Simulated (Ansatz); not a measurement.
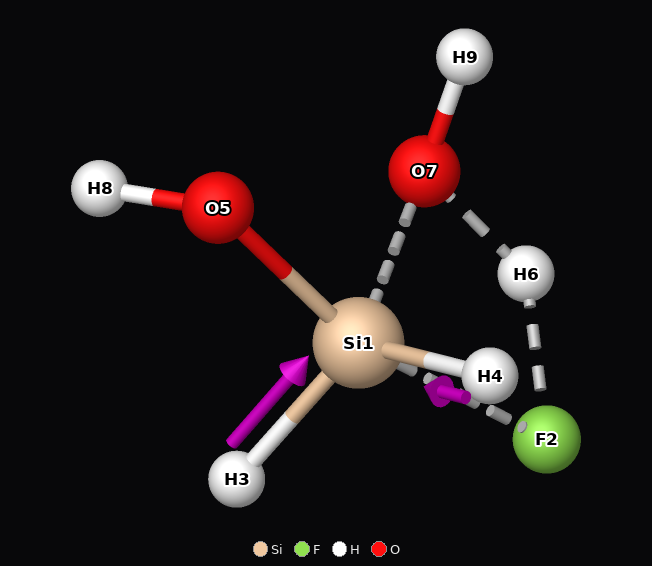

The arrows show one normal mode. Broken sticks mark bonds that form or break. Harmonic vibrations computed with RKS PBE0-D4/def2-TZVP (Ansatz 0.2.0) at a stationary point of the same level. It is a saddle point of order 1.

Estimate its harmonic wavenumber.

2262 cm⁻¹; it is mode 18 of 21 counted from the lowest.
